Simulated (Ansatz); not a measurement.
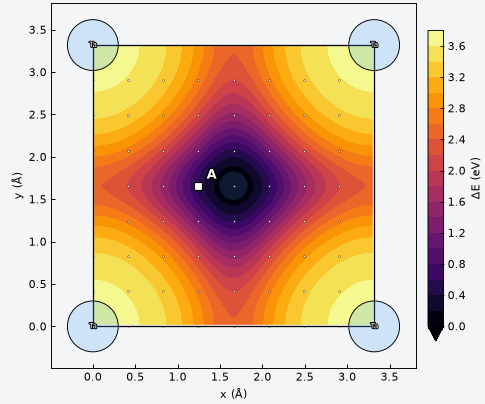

Si on a Ta(100) slab cut from the Im-3m phase, its upper half relaxed before the scan (16 atoms of substrate and one adsorbate in a 2 × 2 cell). Si is moved over the surface cell; relaxed at each place: the height of the adsorbate's atoms; substrate rigid; the origin of the map has the adsorbate above Ta13. Places are given modulo a cell vector. The map is drawn in real space over the plane of the surface. The scan uses an 8 × 8 grid; 15 points were computed and 49 follow by symmetry. Places are given in fractions of the 1 × 1 surface cell. All energies are given in eV relative to the lowest grid point. These are results of DFT PBE, scalar-relativistic, plane waves, PAW in Ansatz, not measurements. Settings: cutoff 420 eV, k-mesh 4×4×1, gaussian smearing 0.1 eV, no spin polarisation.

The picture shows filled contours, dots at the grid points, labelled circles for the atoms of the top layer and small ones for the second layer, the outline of one cell of the plane, the point A. Between grid points the surface is interpolated.

> Which way does the force act at A, and how strong is it?

A, at (3/8, 4/8) of the cell vectors, is not a stationary point. The computed force is 2.3 eV/Å in the plane, pointing right in the picture (components 2.3 and 0.0 eV/Å).

PAW datasets: the set soft_1.
